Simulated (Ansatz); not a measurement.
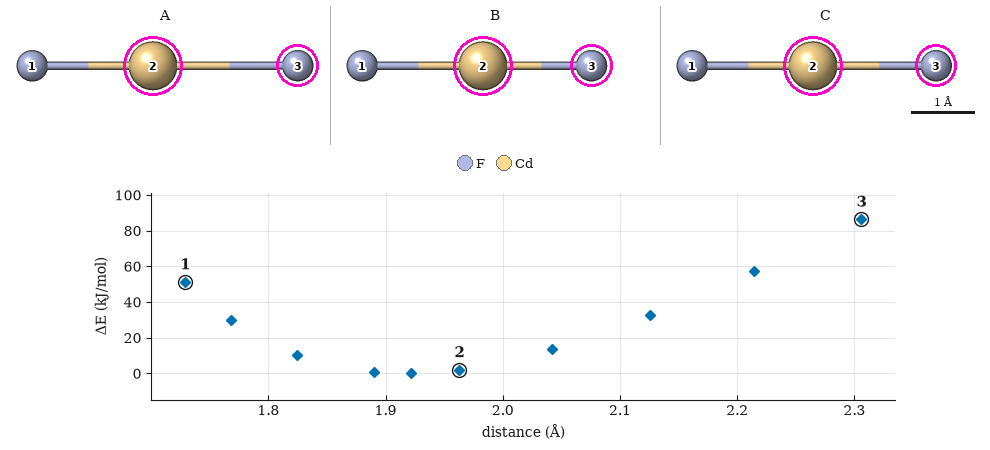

A scan of CdF2: the Cd2–F3 distance is varied, with the rest of the molecule carried along rigidly. The frames are shuffled; the numbered points of the plot belong to them. The picture is a ball-and-stick view, seen face on. The ringed atoms are those of the scanned coordinate.

Computed with Ansatz: PBE0-D4, basis def2-TZVPP, on geometries moved rigidly from the minimum at PBE0-D4/def2-TZVP. Elements past krypton carry the basis set's effective core potentials. Energies are counted from the PBE0-D4/def2-TZVP minimum geometry at the same level.

Which frame belongs to which numbered point?

Answer. Point 1 is frame B (the distance 1.729 Å, 51.4 kJ/mol); 2 is frame C (the distance 1.963 Å, 2.1 kJ/mol); 3 is frame A (the distance 2.306 Å, 86.5 kJ/mol). The lowest computed point lies at the distance 1.921 Å (0.0 kJ/mol). The curvature at the lowest point is about 22 eV/Å² (3.5 mdyn/Å). The well is steeper on the short side, as for any bond.
